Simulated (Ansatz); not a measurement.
Layers are cut from database crystals; whether they can be made is not shown.

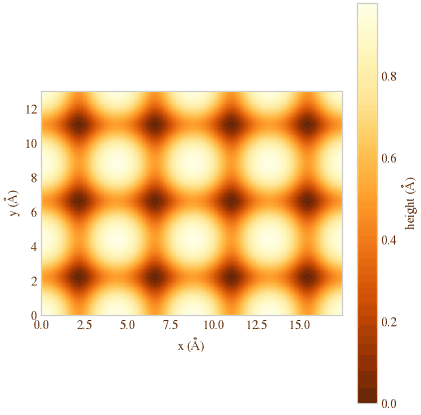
Simulated constant-current image at -2.9 V from a Fermi level inside the gap (filled states down to 1.0 eV under the valence edge)

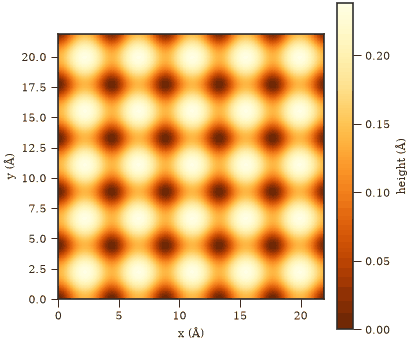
Simulated constant-current image at +2.3 V from a Fermi level inside the gap (empty states up to 0.4 eV over the conduction edge)

The numbers are results of PBE, Tersoff-Hamann images (plane waves, PAW; Ansatz, a quantum-chemistry and plane-wave program), not measurements.

Mesh 12×12×1, no spin-orbit coupling, no spin polarisation; biases count from the run's Fermi level. The set point is the mean density 3.5 Å over the top atom.

The sample is: single layer of NaI (symmetry P4/mmm as a slab, 2 atoms a cell). Atoms are numbered in the order of this list of the upper atoms (x, y, depth in Å): I1 (0.0, 0.0, 0.0); Na2 (2.2, 2.2, 0.0).

Task: Which sites are bright, and how large is the corrugation?

Result: At -2.9 V the maximum lies over I1 and the sites alike, corrugation about 0.98 Å. At +2.3 V the maximum lies over Na2 and the sites alike, corrugation about 0.24 Å.
